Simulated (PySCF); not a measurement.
# C₃H₉NOSi₂: what the fields show

Input file:

```
{"job": {"kind": "nmr", "xc": "PBE0", "basis": "pcSseg-1"}, "charge": 0, "multiplicity": 1}
O      0.571260    -2.463047    -0.093901
C      1.481951    -1.660427    -0.234226
N      1.306332    -0.349530    -0.209234
C      0.003567     0.200852     0.008869
Si    -1.382375    -1.115602    -0.065870
C     -0.221238     1.542862    -0.699909
Si    -0.101584     1.717959     1.165142
H      2.520295    -1.989151    -0.388469
H      2.082128     0.281919    -0.345371
H     -1.507204    -1.869082     1.172710
H     -2.564004    -0.209153    -0.054503
H     -1.480167    -1.782891    -1.358122
H      0.583797     1.876904    -1.344267
H     -1.180156     1.647936    -1.186011
H     -1.291405     1.966900     1.948539
H      1.171205     2.212495     1.673212
```

Command:

```sh
OMP_NUM_THREADS=1 python probes_run.py task.json out
```

Geometry: GFN2-xTB.

Theory: PBE0/pcSseg-1, SCF density, gas phase, non-relativistic (PySCF).

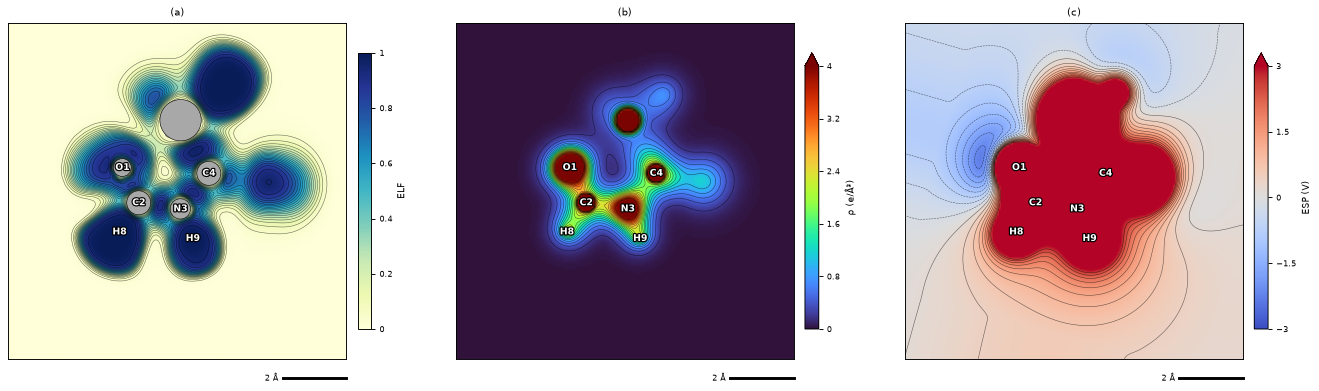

Figure 1. (a) electron localisation function; (b) total electron density; (c) electrostatic potential on the plane of atoms O1, C2 and H8. Grey discs cover the atomic cores in the ELF map.

### Describe what can be read from this map.

- The section cuts through O, C, N and H sites.
- C–O (1.22 Å): ρ at the midpoint is about 3.2 e/Å³; the ELF peaks at about 0.85 between the atoms (a short, multiple covalent bond).
- C–N (1.32 Å): ρ at the midpoint is about 2.5 e/Å³; the ELF peaks at about 0.90 between the atoms; a covalent bond.
- N–H (1.01 Å): the density is about 2.9 e/Å³ at the midpoint; the ELF climbs to about 1 towards the hydrogen, as it does in any bond to H; a covalent bond by its length.
- C–N (1.43 Å): ρ at the midpoint is about 2 e/Å³; the ELF peaks at about 0.95 between the atoms: a shared electron pair.
- C–H (1.10 Å): the density is about 2 e/Å³ at the midpoint; the ELF climbs to about 1 towards the hydrogen; a covalent bond by its length.
- The ELF also peaks beside O1, away from the bonds: lone-pair regions.
- Outside the dense part of the molecule the potential is most negative (−2.3 V) near O1.

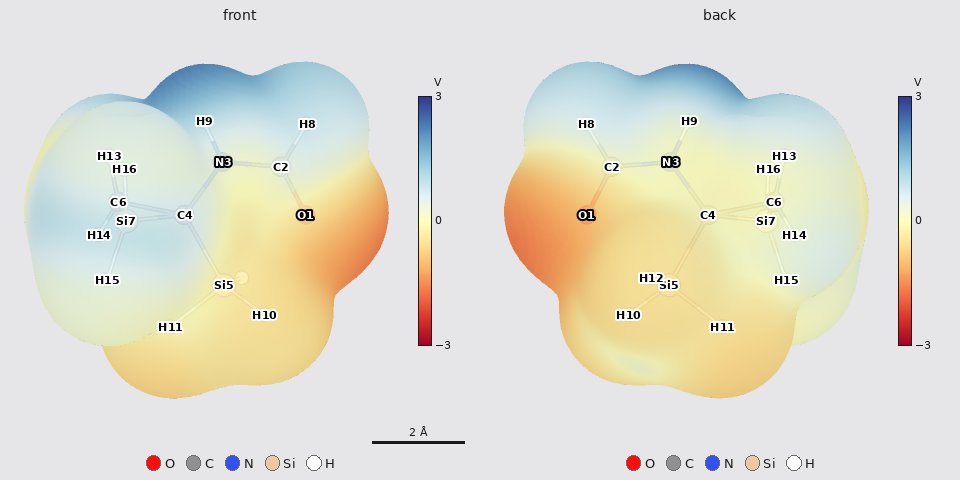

Figure 2. The electrostatic potential painted on the density surface at 0.001 e/bohr³, seen from the front and from behind; the colour scale runs from red (negative) to blue (positive).

### Where is the surface potential most negative and most positive?

The most negative region (about −1.6 V, or −37 kcal/mol for a unit charge) lies over O1, the most positive (about +2.1 V, or +48 kcal/mol for a unit charge) over H9. O1 is the likeliest acceptor of a hydrogen bond.

### How polar is the molecule by this calculation?

Its dipole moment is 4.49 D.
